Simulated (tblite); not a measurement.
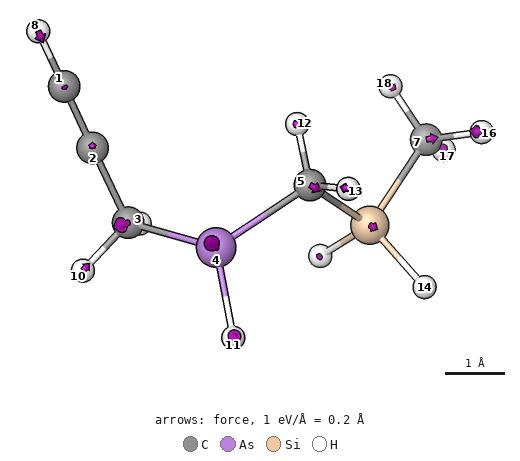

Starting geometry of C$_{5}$H$_{11}$AsSi with the computed forces as purple arrows. A ball-and-stick model, seen at a tilt.

All numbers below come from GFN2-xTB geometry optimisation, gas phase in tblite. 

**What follows when this structure is relaxed?**

It isn't relaxed: the largest force vector, on the As atom, is 4.35 eV/Å. The final displacements have little in common with the starting forces (cosine between the two patterns 0.29). An H atom moves most after the best rigid fit: 0.53 Å. By element the largest moves are H 0.53 Å, As 0.44 Å, C 0.34 Å, Si 0.30 Å. Some distances before and after: As–C 1.920 → 2.001 Å, As–H 1.573 → 1.514 Å, C–H 1.135 → 1.095 Å, C–H 1.083 → 1.049 Å. Among the angles between lasting bonds that change: C–As–H 113.6° → 92.8°, C–As–C 115.0° → 97.0°, C–As–H 113.1° → 96.3°. Groups turn about C–Si by about 30°, C–Si by about 20°. Over 96 geometry steps the energy falls by 1.412 eV. Cost: 1.3 s on 1 thread of Arm Neoverse N1, with other jobs on the host.
